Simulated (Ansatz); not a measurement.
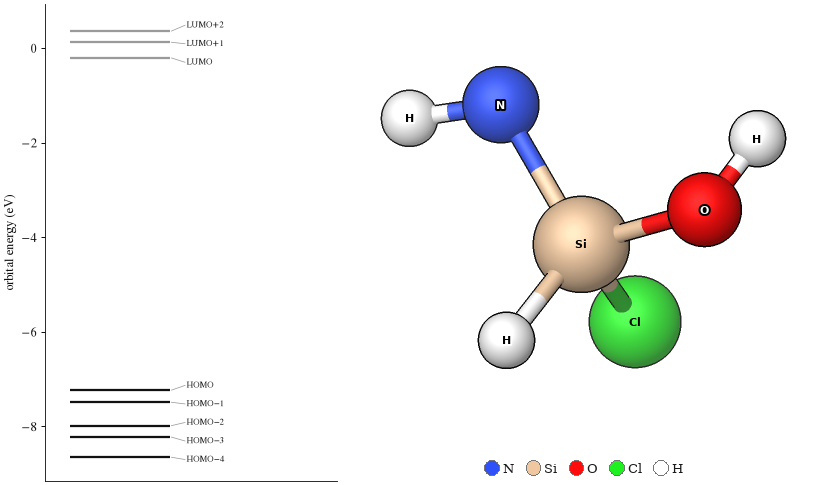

SiNH₃OCl, SMILES [NH][Si@H](O)Cl, doublet. Kohn-Sham orbital energies near the frontier (alpha spin), PBE/def2-TZVPP, the Ansatz code, at a PBE0-D4/def2-TZVP geometry (a minimum by its frequencies), isolated molecule; empty levels in grey, levels within 0.03 eV side by side.

> Where do the highest filled and lowest empty alpha orbitals lie?

HOMO at −7.23 eV, LUMO at −0.21 eV, 7.02 eV apart.

> How far below the HOMO does the next level lie?

0.26 eV.

Caveats: empty levels above zero depend strongly on the basis.
